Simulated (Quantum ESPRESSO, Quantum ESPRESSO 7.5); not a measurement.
## 1T-SnO2, 1 layer: vacuum convergence

Aim: how far one choice must go before the vacuum level and the energy of 1T-SnO2, 1 layer stand still, and what it costs.

Method: plane-wave DFT, PBE, GBRV ultrasoft pseudopotentials, in Quantum ESPRESSO 7.5.

**1. Set-up**

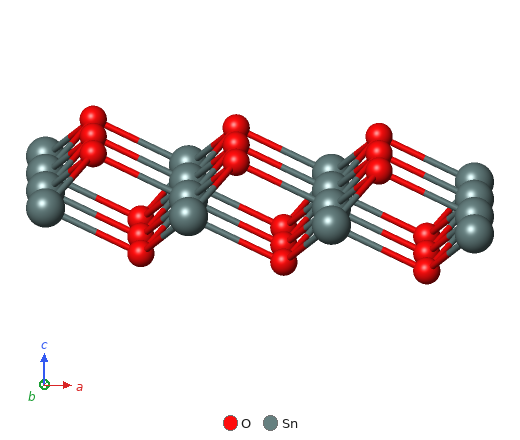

The starting structure, seen nearly edge on (oxygen red, tin teal). 3×3×1 cells are drawn. Some periodic images of atoms are drawn too.

The cell holds 3 atoms: 2 O and 1 Sn. Cell: a = 3.220 Å, b = 3.220 Å, c = 25.789 Å, α = 90.0°, β = 90.0°, γ = 120.0°. It derives from SnO2. Vacuum lies along c.

This sheet is a model structure: its symmetry is held, and its stability is not tested here.

**2. Self-consistent run: 24 Å of vacuum**

The first run is the reference of the series.

File c0.in:

```
&control
  prefix = 'c0'
  outdir = './out'
  pseudo_dir = './pseudo'
  calculation = 'scf'
  tprnfor = .true.
/
&system
  ibrav = 0
  nat = 3
  ntyp = 2
  ecutwfc = 40
  ecutrho = 200
  occupations = 'smearing'
  smearing = 'fd'
  degauss = 0.004
/
&electrons
  conv_thr = 1e-07
  mixing_beta = 0.4
  electron_maxstep = 120
  mixing_mode = 'local-TF'
/
ATOMIC_SPECIES
  O   15.9990  o_pbe_v1.2.uspp.F.UPF
  Sn  118.7100  sn_pbe_v1.4.uspp.F.UPF
CELL_PARAMETERS angstrom
  3.22000000000000 0.00000000000000 0.00000000000000
  -1.61000000000000 2.78860180018589 0.00000000000000
  0.00000000000000 0.00000000000000 25.78885438199983
ATOMIC_POSITIONS crystal
  O   0.666666666667 0.333333333333 0.465317296466
  Sn  0.000000000000 0.000000000000 0.500000000000
  O   0.333333333333 0.666666666667 0.534682703534
K_POINTS automatic
  12 12 1 0 0 0
```

Run with:

```bash
$ OMP_NUM_THREADS=1 mpirun -n 4 pw.x -nk 4 -in c0.in > c0.out
```

Log:

```text
Program PWSCF v.7.5 starts
[citation notice left out]

     Parallel version (MPI & OpenMP), running on       4 processor cores
     Number of MPI processes:                 4
     Threads/MPI process:                     1

     MPI processes distributed on     1 nodes
[...]
Current dimensions of program PWSCF are:
     Max number of different atomic species (ntypx) = 10
     Max number of k-points (npk) =  40000
     Max angular momentum in pseudopotentials (lmaxx) =  4
     Message from routine setup:
     using ibrav=0 with symmetry is DISCOURAGED, use correct ibrav instead

     K-points division:     npool     =       4
     Subspace diagonalization in iterative solution of the eigenvalue problem:
     a serial algorithm will be used

     G-vector sticks info
     --------------------
     sticks:   dense  smooth     PW     G-vecs:    dense   smooth      PW
     Sum         511     421    121                74817    53477    9061

     Using Slab Decomposition

     bravais-lattice index     =            0
     lattice parameter (alat)  =       6.0849  a.u.
     unit-cell volume          =    1562.6835 (a.u.)^3
     number of atoms/cell      =            3
     number of atomic types    =            2
     number of electrons       =        26.00
     number of Kohn-Sham states=           17
     kinetic-energy cutoff     =      40.0000  Ry
     charge density cutoff     =     200.0000  Ry
     scf convergence threshold =      1.0E-07
     mixing beta               =       0.4000
     number of iterations used =            8  local-TF  mixing
     Exchange-correlation=  SLA  PW   PBX  PBC
                           (   1   4   3   4   0   0   0)

     celldm(1)=   6.084918  celldm(2)=   0.000000  celldm(3)=   0.000000
     celldm(4)=   0.000000  celldm(5)=   0.000000  celldm(6)=   0.000000

     crystal axes: (cart. coord. in units of alat)
               a(1) = (   1.000000   0.000000   0.000000 )
               a(2) = (  -0.500000   0.866025   0.000000 )
               a(3) = (   0.000000   0.000000   8.008961 )

     reciprocal axes: (cart. coord. in units 2 pi/alat)
               b(1) = (  1.000000  0.577350 -0.000000 )
               b(2) = (  0.000000  1.154701  0.000000 )
               b(3) = (  0.000000 -0.000000  0.124860 )

     PseudoPot. # 1 for O  read from file:
     ./pseudo/o_pbe_v1.2.uspp.F.UPF
     Pseudo is Ultrasoft + core correction, Zval =  6.0
     Generated by new atomic code, or converted to UPF format
     Using radial grid of  737 points,  5 beta functions with:
                l(1) =   0
                l(2) =   0
                l(3) =   1
                l(4) =   1
                l(5) =   2
     Q(r) pseudized with  8 coefficients,  rinner =    0.900   0.900   0.900
                                                       0.900   0.900

     PseudoPot. # 2 for Sn read from file:
     ./pseudo/sn_pbe_v1.4.uspp.F.UPF
     Pseudo is Ultrasoft + core correction, Zval = 14.0
     Generated by new atomic code, or converted to UPF format
     Using radial grid of  891 points,  6 beta functions with:
                l(1) =   0
                l(2) =   0
                l(3) =   1
                l(4) =   1
                l(5) =   2
                l(6) =   2
     Q(r) pseudized with  8 coefficients,  rinner =    1.350   1.350   1.350
                                                       1.350   1.350

     atomic species   valence    mass     pseudopotential
     O                 6.00    15.99900     O ( 1.00)
     Sn               14.00   118.71000     Sn( 1.00)

     12 Sym. Ops., with inversion, found

   Cartesian axes

     site n.     atom                  positions (alat units)
         1        O      tau(   1) = (   0.5000000   0.2886751   3.7267081  )
         2        Sn     tau(   2) = (   0.0000000   0.0000000   4.0044805  )
         3        O      tau(   3) = (  -0.0000000   0.5773503   4.2822529  )

     number of k points=    19  Fermi-Dirac smearing, width (Ry)=  0.0040
                       cart. coord. in units 2pi/alat
        k(    1) = (   0.0000000   0.0000000   0.0000000), wk =   0.0138889
        k(    2) = (   0.0000000   0.0962250   0.0000000), wk =   0.0833333
        k(    3) = (   0.0000000   0.1924501   0.0000000), wk =   0.0833333
        k(    4) = (   0.0000000   0.2886751   0.0000000), wk =   0.0833333
        k(    5) = (   0.0000000   0.3849002   0.0000000), wk =   0.0833333
        k(    6) = (   0.0000000   0.4811252   0.0000000), wk =   0.0833333
        k(    7) = (   0.0000000  -0.5773503   0.0000000), wk =   0.0416667
        k(    8) = (   0.0833333   0.1443376   0.0000000), wk =   0.0833333
        k(    9) = (   0.0833333   0.2405626   0.0000000), wk =   0.1666667
        k(   10) = (   0.0833333   0.3367877   0.0000000), wk =   0.1666667
[...]
k(   19) = (   0.3333333   0.5773503   0.0000000), wk =   0.0277778

     Dense  grid:    74817 G-vectors     FFT dimensions: (  27,  27, 225)

     Smooth grid:    53477 G-vectors     FFT dimensions: (  25,  25, 200)

     Estimated max dynamical RAM per process >     116.44 MB

     Estimated total dynamical RAM >     410.97 MB

     Initial potential from superposition of free atoms

     starting charge      25.0000, renormalised to      26.0000

     negative rho (up, down):  3.853E-04 0.000E+00
     Starting wfcs are   17 randomized atomic wfcs

     total cpu time spent up to now is        2.3 secs

     per-process dynamical memory:    55.1 Mb

     Self-consistent Calculation

     iteration #  1     ecut=    40.00 Ry     beta= 0.40
     Davidson diagonalization with overlap
     ethr =  1.00E-02,  avg # of iterations =  7.3

     negative rho (up, down):  1.221E-03 0.000E+00

     total cpu time spent up to now is        4.4 secs

     total energy              =    -223.95590312 Ry
     estimated scf accuracy    <       0.85830221 Ry

     iteration #  2     ecut=    40.00 Ry     beta= 0.40
[...]
negative rho (up, down):  8.926E-03 0.000E+00

[...]
total energy              =    -223.82269103 Ry
     estimated scf accuracy    <       0.36929010 Ry

     iteration #  3     ecut=    40.00 Ry     beta= 0.40
[...]
negative rho (up, down):  2.344E-02 0.000E+00

[...]
total energy              =    -223.84663600 Ry
     estimated scf accuracy    <       0.06548065 Ry

     iteration #  4     ecut=    40.00 Ry     beta= 0.40
[...]
negative rho (up, down):  2.668E-02 0.000E+00

[...]
total energy              =    -223.85291657 Ry
     estimated scf accuracy    <       0.01162651 Ry

     iteration #  5     ecut=    40.00 Ry     beta= 0.40
[...]
negative rho (up, down):  2.643E-02 0.000E+00

[...]
total energy              =    -223.85387355 Ry
     estimated scf accuracy    <       0.00374136 Ry

     iteration #  6     ecut=    40.00 Ry     beta= 0.40
[...]
c_bands:  1 eigenvalues not converged
[...]
negative rho (up, down):  2.675E-02 0.000E+00

[...]
total energy              =    -223.85373063 Ry
     estimated scf accuracy    <       0.00272003 Ry

     iteration #  7     ecut=    40.00 Ry     beta= 0.40
[...]
negative rho (up, down):  1.835E-02 0.000E+00

[...]
total energy              =    -223.85322304 Ry
     estimated scf accuracy    <       0.00132192 Ry

     iteration #  8     ecut=    40.00 Ry     beta= 0.40
[...]
negative rho (up, down):  1.143E-02 0.000E+00

[...]
total energy              =    -223.85305807 Ry
     estimated scf accuracy    <       0.00070530 Ry

     iteration #  9     ecut=    40.00 Ry     beta= 0.40
[...]
negative rho (up, down):  9.976E-03 0.000E+00

[...]
total energy              =    -223.85275116 Ry
     estimated scf accuracy    <       0.00074491 Ry

     iteration # 10     ecut=    40.00 Ry     beta= 0.40
[...]
c_bands:  1 eigenvalues not converged
[...]
negative rho (up, down):  5.356E-03 0.000E+00

[...]
total energy              =    -223.85242474 Ry
     estimated scf accuracy    <       0.00068547 Ry

     iteration # 11     ecut=    40.00 Ry     beta= 0.40
[...]
negative rho (up, down):  3.355E-03 0.000E+00

[...]
total energy              =    -223.85260021 Ry
     estimated scf accuracy    <       0.00013373 Ry

     iteration # 12     ecut=    40.00 Ry     beta= 0.40
[...]
negative rho (up, down):  8.450E-04 0.000E+00

[...]
total energy              =    -223.85249043 Ry
     estimated scf accuracy    <       0.00020482 Ry

     iteration # 13     ecut=    40.00 Ry     beta= 0.40
[...]
negative rho (up, down):  6.198E-04 0.000E+00

[...]
total energy              =    -223.85254729 Ry
     estimated scf accuracy    <       0.00001461 Ry

     iteration # 14     ecut=    40.00 Ry     beta= 0.40
[...]
negative rho (up, down):  3.701E-04 0.000E+00

[...]
total energy              =    -223.85254916 Ry
     estimated scf accuracy    <       0.00000081 Ry

     iteration # 15     ecut=    40.00 Ry     beta= 0.40
[...]
negative rho (up, down):  3.722E-04 0.000E+00

[...]
total energy              =    -223.85254886 Ry
     estimated scf accuracy    <       0.00000051 Ry

     iteration # 16     ecut=    40.00 Ry     beta= 0.40
[...]
negative rho (up, down):  3.770E-04 0.000E+00

[...]
End of self-consistent calculation

          k = 0.0000 0.0000 0.0000 (  6627 PWs)   bands (ev):

   -25.4186 -24.9442 -24.9442 -24.7050 -24.7050 -23.3044 -21.3484  -8.2993
    -6.7184  -6.7184  -6.2736  -6.2736  -6.1325  -2.4746   0.7821   2.1682
     2.2720

          k = 0.0000 0.0962 0.0000 (  6647 PWs)   bands (ev):

   -25.3742 -25.0177 -24.9285 -24.7179 -24.7044 -23.2705 -21.2233  -8.5308
    -7.1370  -6.9891  -6.4828  -6.1060  -5.7912  -2.0917   0.9465   2.2941
     2.4167

          k = 0.0000 0.1925 0.0000 (  6641 PWs)   bands (ev):

   -25.3194 -25.1436 -24.8903 -24.7421 -24.6974 -23.1586 -20.9114  -9.2441
    -7.8009  -7.4633  -6.5634  -5.9052  -5.5665  -1.2163   1.3418   2.6517
     2.8415

          k = 0.0000 0.2887 0.0000 (  6653 PWs)   bands (ev):

   -25.5100 -25.0327 -24.8546 -24.7635 -24.6700 -22.9563 -20.5436 -10.1924
    -8.4312  -7.9583  -6.5359  -5.7663  -5.4600  -0.2676   1.7394   3.1664
     3.5018

          k = 0.0000 0.3849 0.0000 (  6680 PWs)   bands (ev):

   -25.7216 -24.9105 -24.8401 -24.7593 -24.6197 -22.6807 -20.2429 -11.0405
    -9.0110  -8.3841  -6.4332  -5.6797  -5.4318   0.4299   2.0201   3.8334
     4.3904

          k = 0.0000 0.4811 0.0000 (  6686 PWs)   bands (ev):

   -25.8654 -24.8752 -24.8388 -24.7104 -24.5726 -22.4149 -20.0785 -11.5983
    -9.4375  -8.6705  -6.3208  -5.6326  -5.4519   0.7140   2.3125   4.6360
     5.3906

[...]
the Fermi energy is    -3.5425 ev

!    total energy              =    -223.85254895 Ry
     estimated scf accuracy    <          5.6E-09 Ry
     smearing contrib. (-TS)   =      -0.00000000 Ry
     internal energy E=F+TS    =    -223.85254895 Ry

     The total energy is F=E-TS. E is the sum of the following terms:
     one-electron contribution =   -1785.40669633 Ry
     hartree contribution      =     899.63955302 Ry
     xc contribution           =     -57.94286390 Ry
     ewald contribution        =     719.85745825 Ry

     convergence has been achieved in  16 iterations

     negative rho (up, down):  3.770E-04 0.000E+00

     Forces acting on atoms (cartesian axes, Ry/au):

     atom    1 type  1   force =     0.00000000    0.00000000   -0.06852749
     atom    2 type  2   force =     0.00000000    0.00000000    0.00000000
     atom    3 type  1   force =     0.00000000   -0.00000000    0.06852749

     Total force =     0.096913     Total SCF correction =     0.000157

[...]
=------------------------------------------------------------------------------=
   JOB DONE.
=------------------------------------------------------------------------------=
```

The job ended after 32 s (4 MPI ranks of Intel Xeon Platinum 8488C (Sapphire Rapids), shared host; peak memory 0.65 GiB).

Read from the output:

* free energy: -3045.6691 eV
* Fermi energy: -3.542 eV
* valence top, on the run's zero: -5.247 eV
* conduction bottom, on the run's zero: -2.475 eV
* gap by band count: 2.772 eV

The program's own clock; routines nest. Time by routine:

```csv
routine,wall time (s),calls
PWSCF,30.8,1
electrons,28.2,1
c_bands,15.5,16
cegterg,10.32,80
h_psi,7.44,665
vloc_psi,6,665
mix_rho,5.71,16
fftw,5.24,9948
sum_band,3.92,16
newd,2.27,17
ffts,2.2,1868
init_run,1.96,1
v_of_rho,1.07,17
calbec,0.96,765
```

The run needed 16 iterations to bring the estimated error under 1e-07 Ry; the largest force on any atom, held or free, is 1.76 eV/Å, so this geometry is far from relaxed and its levels are not those of the real material.

**3. Potential by pp.x**

plot_num = 11 writes the bare and Hartree potential. It leaves out exchange and correlation, which fade slowly, so it flattens close to the surface.

File c0.pot.in:

```
&inputpp
  prefix = 'c0'
  outdir = './out'
  filplot = 'c0.pot.dat'
  plot_num = 11
/
```

Run with:

```bash
$ OMP_NUM_THREADS=1 mpirun -n 4 pp.x -in c0.pot.in > c0.pot.out
```

Log:

```text
[banner, memory and clock lines left out]
Program POST-PROC v.7.5 starts

          URL

     ./out/c0.save/

     IMPORTANT: XC functional enforced from input :
     Exchange-correlation= PBE
                           (   1   4   3   4   0   0   0)
     Any further DFT definition will be discarded
     Please, verify this is what you really want

     negative rho (up, down):  3.770E-04 0.000E+00

     Calling punch_plot, plot_num =  11
     Writing data to file  c0.pot.dat
     Message from routine chdens:
     namelist plot not found or invalid, exiting
```

Wall time 1.3 s (4 MPI ranks); peak memory 0.1 GiB; 4.3 s of CPU time.

Numbers from this step:

* potential in the middle of the vacuum, over the valence top: 7.866 eV

Electrostatic potential energy of an electron; zero at the highest filled level of the SCF mesh. Potential energy, planar mean against z:

```
z (Å)  potential energy, planar mean (eV)
    0                                7.87
    2                                7.87
    4                                7.87
    6                                7.87
    8                                7.87
   10                                7.84
   12                               -8.51
   14                               -3.82
   16                                7.85
   18                                7.87
   20                                7.87
   22                                7.87
   24                                7.87
```

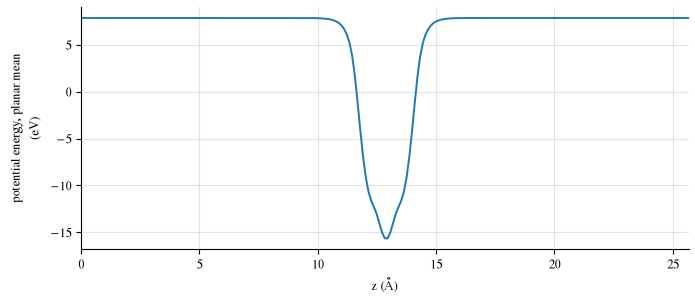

Potential energy, planar mean, plotted against z.

Inside the slab this potential holds the local part of the pseudopotentials, which can be repulsive at the nuclei; only its value in the vacuum has a meaning of its own.

**4. Ground state: 18 Å of vacuum**

c2.in, as its differences from the input of step 2:

```diff
@@ -1,3 +1,3 @@
 &control
-  prefix = 'c0'
+  prefix = 'c2'
   outdir = './out'
@@ -29,7 +29,7 @@
   -1.61000000000000 2.78860180018589 0.00000000000000
-  0.00000000000000 0.00000000000000 25.78885438199983
+  0.00000000000000 0.00000000000000 19.78885438199983
 ATOMIC_POSITIONS crystal
-  O   0.666666666667 0.333333333333 0.465317296466
+  O   0.666666666667 0.333333333333 0.454801466839
   Sn  0.000000000000 0.000000000000 0.500000000000
-  O   0.333333333333 0.666666666667 0.534682703534
+  O   0.333333333333 0.666666666667 0.545198533161
 K_POINTS automatic
```

Run with:

```bash
$ OMP_NUM_THREADS=1 mpirun -n 4 pw.x -nk 4 -in c2.in > c2.out
```

Log:

```text
[banner, memory and clock lines left out]
Program PWSCF v.7.5 starts
[...]
Message from routine setup:
[...]
number of electrons       =        26.00
     number of Kohn-Sham states=           17
     kinetic-energy cutoff     =      40.0000  Ry
     charge density cutoff     =     200.0000  Ry
[...]
number of k points=    19  Fermi-Dirac smearing, width (Ry)=  0.0040
[...]
Dense  grid:    57403 G-vectors     FFT dimensions: (  27,  27, 180)
[...]
negative rho (up, down):  3.044E-04 0.000E+00
     Starting wfcs are   17 randomized atomic wfcs
[...]
negative rho (up, down):  1.073E-03 0.000E+00
[...]
estimated scf accuracy    <       0.85731665 Ry
[...]
negative rho (up, down):  8.460E-03 0.000E+00
[...]
estimated scf accuracy    <       0.37117759 Ry
[...]
negative rho (up, down):  2.299E-02 0.000E+00
[...]
estimated scf accuracy    <       0.06539648 Ry
[...]
negative rho (up, down):  2.623E-02 0.000E+00
[...]
estimated scf accuracy    <       0.01183115 Ry
[...]
negative rho (up, down):  2.622E-02 0.000E+00
[...]
estimated scf accuracy    <       0.00370888 Ry
[...]
negative rho (up, down):  2.622E-02 0.000E+00
[...]
estimated scf accuracy    <       0.00261194 Ry
[...]
negative rho (up, down):  1.687E-02 0.000E+00
[...]
estimated scf accuracy    <       0.00123116 Ry
[...]
negative rho (up, down):  9.320E-03 0.000E+00
[...]
estimated scf accuracy    <       0.00049795 Ry
[...]
negative rho (up, down):  5.383E-03 0.000E+00
[...]
estimated scf accuracy    <       0.00029374 Ry
[...]
negative rho (up, down):  2.258E-03 0.000E+00
[...]
estimated scf accuracy    <       0.00017043 Ry
[...]
negative rho (up, down):  5.738E-04 0.000E+00
[...]
estimated scf accuracy    <       0.00004858 Ry
[...]
negative rho (up, down):  4.450E-04 0.000E+00
[...]
estimated scf accuracy    <       0.00000625 Ry
[...]
negative rho (up, down):  2.962E-04 0.000E+00
[...]
estimated scf accuracy    <       0.00000205 Ry
[...]
negative rho (up, down):  2.937E-04 0.000E+00
[...]
the Fermi energy is    -2.7490 ev
!    total energy              =    -223.85254944 Ry
     estimated scf accuracy    <       0.00000003 Ry
     smearing contrib. (-TS)   =      -0.00000000 Ry
     internal energy E=F+TS    =    -223.85254944 Ry
[...]
one-electron contribution =   -1290.64092789 Ry
     hartree contribution      =     653.01454589 Ry
     xc contribution           =     -57.94278116 Ry
     ewald contribution        =     471.71661373 Ry
     convergence has been achieved in  14 iterations
     negative rho (up, down):  2.937E-04 0.000E+00
[...]
Total force =     0.096783     Total SCF correction =     0.000587
[...]
```

Elapsed: 17 s, on 4 MPI ranks; peak memory 0.43 GiB.

Read from the output:

- Fermi energy: -2.749 eV
- valence top, on the run's zero: -4.453 eV
- conduction bottom, on the run's zero: -1.680 eV
- gap by band count: 2.773 eV

The program's own clock; routines nest. Time by routine:

| routine | wall time (s) | calls |
| --- | --- | --- |
| PWSCF | 15.95 | 1 |
| electrons | 13.52 | 1 |
| c_bands | 7.06 | 14 |
| cegterg | 5.56 | 70 |
| h_psi | 4.17 | 516 |
| vloc_psi | 3.42 | 516 |
| fftw | 3.08 | 8440 |
| mix_rho | 2.8 | 14 |
| sum_band | 1.99 | 14 |
| init_run | 1.93 | 1 |
| ffts | 1.5 | 1618 |
| newd | 1.16 | 15 |
| fft | 0.89 | 204 |
| hinit0 | 0.83 | 1 |

**5. Potential by pp.x**

File c2.pot.in:

```
&inputpp
  prefix = 'c2'
  outdir = './out'
  filplot = 'c2.pot.dat'
  plot_num = 11
/
```

Run with:

```bash
$ OMP_NUM_THREADS=1 mpirun -n 4 pp.x -in c2.pot.in > c2.pot.out
```

Elapsed: 1.4 s, on 4 MPI ranks; peak memory 0.1 GiB.

Counted from each run's own zero (the valence top), the vacuum level differs from the first run's by +0 meV.

[end of part 1 of 2]

[Logs are printed without paths, hosts, clocks, repeated set-up lines and the standing remarks that a program may print on its own settings, such as how far it seeks lower states.]

[Hosts, paths, dates, database ids (printed as entryN), source tags and the programs' standing remarks are cut or masked in the printed files.]

[Maps of the electrostatic potential energy from Ansatz leave out the sawtooth potential of an applied field or a dipole correction, so their vacuum need not be flat; planar profiles and work functions include it.]
